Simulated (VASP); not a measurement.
Consider the following.

```
Nb4C3N
1.0
    0.00000     2.21942     2.21942
    2.21942     0.00000     2.21942
    8.86305     8.86305     0.01463
Nb N C
4 1 3
Direct
  0.00640   0.00640   0.99520
  0.99360   0.99360   0.25480
  0.00535   0.00535   0.49599
  0.99465   0.99465   0.75401
  0.50000   0.50000   0.12500
  0.50200   0.50200   0.37350
  0.50000   0.50000   0.62500
  0.49800   0.49800   0.87650
```

These are PBEsol GGA, VASP's PBE PAW potentials (set 64) (plane waves; VASP 6.6.1) values and carry that method's errors. Numerical set-up: 520 eV cut-off, 13×13×4 Γ-centred mesh, tetrahedra with Blöchl corrections, potentials Nb_sv N C.

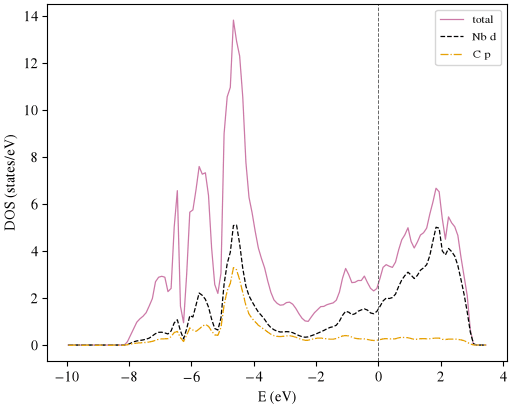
Total and projected density of states, zero at the Fermi level

Within 2 eV below the Fermi level the largest weight inside VASP's projection spheres is Nb d, then C p.

It has no gap at this level: it comes out as a metal or semimetal.

The structure was generated: Nb4C3N was put into an ordered model structure (R-3m), which need not be its known phase. It was relaxed first. The electron count is odd and the run is not spin-polarised, which forces a metal.
